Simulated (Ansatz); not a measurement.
Input

```
crystal:
  lattice:
    - [-2.0989043228, 2.0989043228, 14.8441861837]
    - [2.0989043228, -2.0989043228, 14.8441861837]
    - [2.0989043228, 2.0989043228, -14.8441861837]
  atoms:
    - { symbol: Ga, position: [0.7026965569, 0.7026965569, 0.0] }
    - { symbol: Ga, position: [0.2973034431, 0.2973034431, 0.0] }
    - { symbol: Ga, position: [0.9056797387, 0.9056797387, 0.0] }
    - { symbol: Ga, position: [0.5, 0.5, 0.0] }
    - { symbol: Ga, position: [0.0943202613, 0.0943202613, 0.0] }
    - { symbol: Sb, position: [0.3514768498, 0.8514768498, 0.5] }
    - { symbol: Sb, position: [0.1485231502, 0.6485231502, 0.5] }
    - { symbol: As, position: [0.9528777668, 0.4528777668, 0.5] }
    - { symbol: As, position: [0.5471222332, 0.0471222332, 0.5] }
    - { symbol: As, position: [0.75, 0.25, 0.5] }
basis:
  ecutwfc: 420
kpoints:
  mp_grid: { grid: [12, 12, 12] }
  band_path:
    path:
      - [[0.0, 0.0, 0.0], [0.0, 0.0, 0.5], [0.25, 0.25, 0.25], [0.0, 0.5, 0.0], [0.0, 0.0, 0.0], [0.5, 0.5, -0.5], [0.25499819, 0.74500181, -0.25499819]]
      - [[-0.25499819, 0.25499819, 0.25499819], [0.0, 0.0, 0.0]]
      - [[0.0, 0.0, 0.5], [-0.00999637, 0.00999637, 0.5]]
      - [[0.5, 0.5, -0.00999637], [0.5, 0.5, -0.5]]
    npoints: 14
hamiltonian:
  xc: lda
scf:
  occupations: { method: gaussian, width: 0.1 }
  n_extra_bands: 25
output:
  forces: true
  stress: true
  eigenvalues: true
  populations: true
  dos: { projected: true, de: 0.02, nscf_kmesh: { grid: [15, 15, 15] } }
  bader: true
  write_density: true
  write_potential: true
  elf: true
  volumetric_format: npy
```

Command:

```sh
ansatz run input.yaml --threads 4 --pin off --max-ram 8192MiB --backend cpu --events-out ev --progress --plain --runs-dir out
```

Below, planes, directions and counts refer to the conventional cell (a = 4.20 Å, b = 4.20 Å, c = 29.69 Å, α = 90.00°, β = 90.00°, γ = 90.00°).

Space group I-4m2; a structure generated by program, which may or may not match a known phase; computed pressure about −4 GPa in this cell.

All numbers below come from Ansatz, DFT LDA, scalar-relativistic, plane waves, PAW.

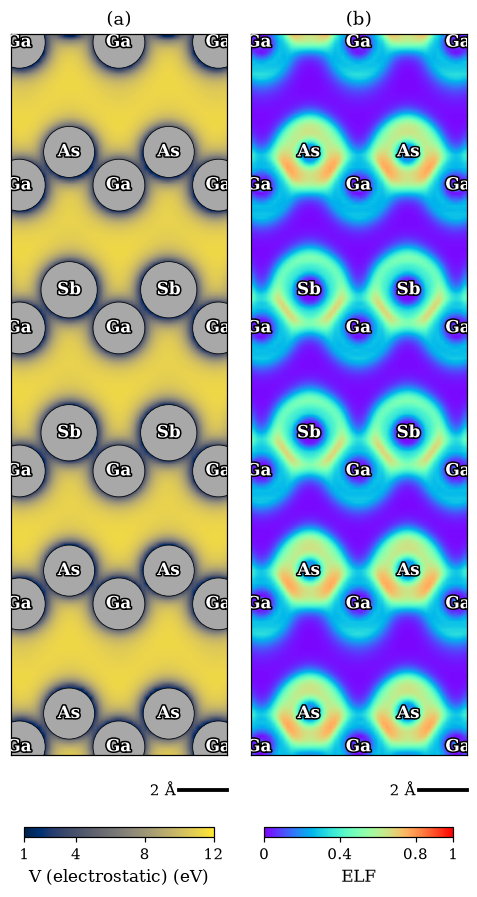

Ga$_{5}$Sb$_{2}$As$_{3}$. (a) electrostatic potential (local pseudopotential plus Hartree) felt by an electron; (b) ELF on the (010) plane of the conventional cell. Grey discs cover the atomic cores in the potential map.

In a PAW calculation such maps are meaningful between the atoms, not at the nuclei.

> What do the fields say about this system?

The plane passes through Ga, Sb and As nuclei. Ga–As (2.53 Å): the ELF peaks at about 0.75 between the atoms. Ga–Sb (2.64 Å): the ELF peaks at about 0.70 between the atoms. The features right at Ga lie inside the PAW spheres, where the map follows smoothed inner orbitals and isn't to be read closely. Outside the cores the potential energy rises away from the atoms and is highest about 2.4 Å from the nearest atoms; its zero is arbitrary.
